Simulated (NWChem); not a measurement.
# HF/STO-3G run of Cl2 (SMILES ClCl)

Aim: the energy change on altering one bond length of Cl2 at HF/STO-3G, from 2 runs. Input form: an ASE script.

The results are computed with NWChem 7.3.0.

3 further runs of the same task are left out: 3 set aside as unsound or not needed. Runs told in other sessions of the task aren't counted.

### Step 1. Starting point

Cl2 has 2 atoms, charge 0, and is taken as a singlet. As SMILES, `ClCl`. Geometry: relaxed at PBE0-D4/def2-TZVP.

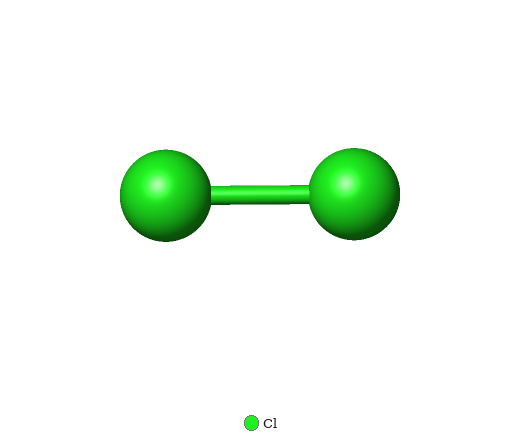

The structure, seen from a chosen angle (chlorine green).

### Step 2. Energy and forces at HF/STO-3G

Contents of run.py:

```python
from ase import Atoms
from ase.calculators.nwchem import NWChem

system = Atoms(['Cl', 'Cl'], positions=[
    [0.845690, -0.281600, 0.433600],
    [-0.845690, 0.281600, -0.433600],
])

calc = NWChem(
    label='struct',
    theory='scf',
    memory='2200 mb',
    basis='STO-3G',
    basispar='spherical bse',
    scf={'nopen': '0', 'rhf': None, 'thresh': '1e-08', 'maxiter': '80'},
)
system.calc = calc

forces = system.get_forces()
print(f"energy = {system.get_potential_energy():.6f} eV")
print("forces (eV/A):")
for s, f in zip(system.symbols, forces):
    print(f"{s:2s} {f[0]:10.5f} {f[1]:10.5f} {f[2]:10.5f}")
print("dipole (e A):", system.get_dipole_moment().round(4))
```

Command:

```
$ export ASE_NWCHEM_COMMAND="nwchem PREFIX.nwi > PREFIX.nwo"
$ python run.py
```

Output:

```text
energy = -24738.171515 eV
forces (eV/A):
Cl    2.53305   -0.84348    1.29872
Cl   -2.53305    0.84348   -1.29872
dipole (e A): [-0.  0. -0.]
```

The calculator wrote struct.nwi:

```
title "struct"

permanent_dir struct

scratch_dir struct

start struct

geometry units angstrom nocenter noautosym noautoz
  Cl 8.4569000000000005e-01 -2.8160000000000002e-01 4.3359999999999999e-01
  Cl -8.4569000000000005e-01 2.8160000000000002e-01 -4.3359999999999999e-01
end

memory 2200 mb

basis spherical bse noprint
   * library STO-3G
end

scf
  nopen 0
  rhf
  thresh 1e-08
  maxiter 80
end

task scf gradient
```

struct.nwo, cut to the lines that bear on the results:

```text
[...]
  functions       =    18
[...]
  wavefunction    = RHF
[...]
         Total SCF energy =   -909.111042434967
      One-electron energy =  -1411.419659013586
      Two-electron energy =    425.164478414341
 Nuclear repulsion energy =     77.144138164278
        Time for solution =      0.1s
[...]
                         RHF ENERGY GRADIENTS
    atom               coordinates                        gradient
                 x          y          z           x          y          z
   1 Cl      1.598122  -0.532147   0.819385   -0.049260   0.016403  -0.025256
   2 Cl     -1.598122   0.532147  -0.819385    0.049260  -0.016403   0.025256
[...]
```

It took 1.4 s on 1 thread of AMD EPYC 7B13 (Zen 3), shared host; peak memory 0.1 GiB.

### Step 3. The distorted shape: a single-point energy at HF/STO-3G

Contents of cl2.xyz:

```xyz
2
Cl2
Cl     1.099410    -0.366084     0.563687
Cl    -0.845690     0.281600    -0.433600
```

Contents of run.py:

```python
from ase.io import read
from ase.calculators.nwchem import NWChem

system = read('cl2.xyz')

calc = NWChem(
    label='cl2',
    theory='scf',
    memory='2200 mb',
    basis='STO-3G',
    basispar='spherical bse',
    scf={'nopen': '0', 'rhf': None, 'thresh': '1e-08', 'maxiter': '80'},
    task='energy',
)
system.calc = calc

e = system.get_potential_energy()
print(f"E = {e:.6f} eV")
print("dipole (e A):", system.get_dipole_moment().round(4))
```

Command:

```
$ export ASE_NWCHEM_COMMAND="nwchem PREFIX.nwi > PREFIX.nwo"
$ python run.py
```

Output:

```text
E = -24737.743278 eV
dipole (e A): [-0.  0. -0.]
```

The calculator wrote cl2.nwi:

```
title "cl2"

permanent_dir cl2

scratch_dir cl2

start cl2

geometry units angstrom nocenter noautosym noautoz
  Cl 1.0994100000000000e+00 -3.6608400000000002e-01 5.6368700000000005e-01
  Cl -8.4569000000000005e-01 2.8160000000000002e-01 -4.3359999999999999e-01
end

memory 2200 mb

basis spherical bse noprint
   * library STO-3G
end

scf
  nopen 0
  rhf
  thresh 1e-08
  maxiter 80
end

task scf energy
```

cl2.nwo, cut to the lines that bear on the results:

```text
[...]
  functions       =    18
[...]
  wavefunction    = RHF
[...]
         Total SCF energy =   -909.095305034975
      One-electron energy =  -1391.890013361976
      Two-electron energy =    415.713298952127
 Nuclear repulsion energy =     67.081409374874
        Time for solution =      0.1s
[...]
```

Run time: 1.3 s. Hardware: 1 thread of AMD EPYC 7B13 (Zen 3), shared host; peak memory 0.099 GiB.

### Step 4. Outcome

At HF/STO-3G:

| quantity | value |
| --- | --- |
| first shape: total energy | -909.11104 Eh |
| first shape: dipole moment | 0.00 D |
| first shape: HOMO energy | -11.06 eV |
| first shape: LUMO energy | 3.70 eV |
| first shape: HOMO–LUMO gap | 14.76 eV |
| first shape: largest force on an atom | 2.969 eV/Å |
| distorted shape: total energy | -909.09531 Eh |
| distorted shape: dipole moment | 0.00 D |
| distorted shape: HOMO energy | -11.49 eV |
| distorted shape: LUMO energy | 0.80 eV |
| distorted shape: HOMO–LUMO gap | 12.29 eV |
| energy change with the Cl1–Cl2 bond stretched from 1.982 to 2.280 Å | 0.428 eV |

What this shows: With the Cl1–Cl2 bond stretched from 1.982 to 2.280 Å the energy rises by 0.43 eV (9.9 kcal/mol). The first shape isn't relaxed at this level, so the change isn't measured from a minimum. The minimal basis adds a large error of its own. The largest force (first shape) is 2.97 eV/Å: the shape isn't a stationary point for this species at this level.
